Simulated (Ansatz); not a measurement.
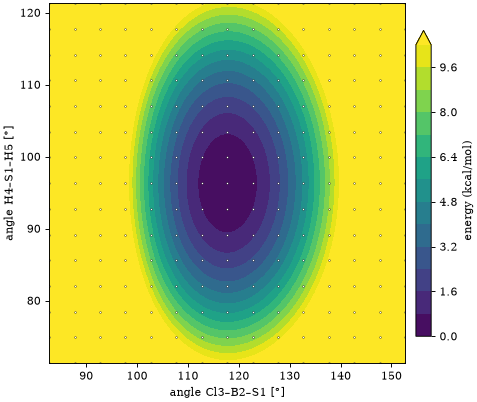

BClH3S, SMILES [SH2+]BCl, charge +1. 
- The first coordinate is: angle Cl3–B2–S1; the second: angle H4–S1–H5.
- Nothing is relaxed (all other coordinates rigid).
- The grid has 15 × 15 points.
- Energies: kcal/mol, counted from the relaxed molecule at the same level.
- All numbers below come from RKS B3LYP-D4/def2-TZVP in Ansatz.

The picture shows filled contours, dots at the grid points, one colour for all values above the top of the scale. Between grid points the surface is interpolated.

### Estimate the position of the minimum and the force constants in these coordinates.

The interpolated minimum is at angle Cl3–B2–S1 ≈ 117.7°, angle H4–S1–H5 ≈ 96.3°. The curvatures there are about 6.5 eV/rad² and 4.8 eV/rad², with a cross term of about 0 eV/rad². Round the minimum the two coordinates are nearly uncoupled. (1 eV is 23.1 kcal/mol.)
